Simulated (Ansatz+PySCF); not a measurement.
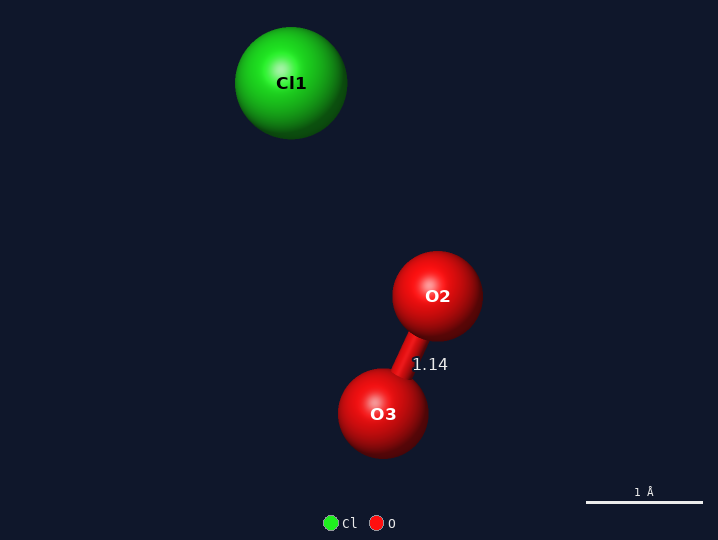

State: neutral, doublet. Geometry: a fixed input geometry, not necessarily a minimum. Basis: cc-pVTZ on O; cc-pV(T+d)Z on Cl. Computed at fixed atoms with Ansatz. R, U and RO name restricted, unrestricted and restricted open-shell orbitals; core potentials come with def2 and Stuttgart sets past Kr, some runs use density fitting (about 1 meV), and each entry rests on the lowest determinant that the runs found.

```xyz
3
charge 0, multiplicity 2
Cl    0.0000    0.1498   -1.7123
O     0.0000   -0.4920    0.4645
O     0.0000    0.3422    1.2478
```

Give total energies (hartree), correlation energies and ⟨S²⟩ of the determinant for RO-MP2 (7 frozen); U-MP2 (7 frozen).

```tsv
method	energy (Eh)	correlation (mEh)	⟨S²⟩
RO-MP2 (7 frozen)	-609.6925	-635.1	0.75
U-MP2 (7 frozen)	-609.7407	-593.1	1.72
```
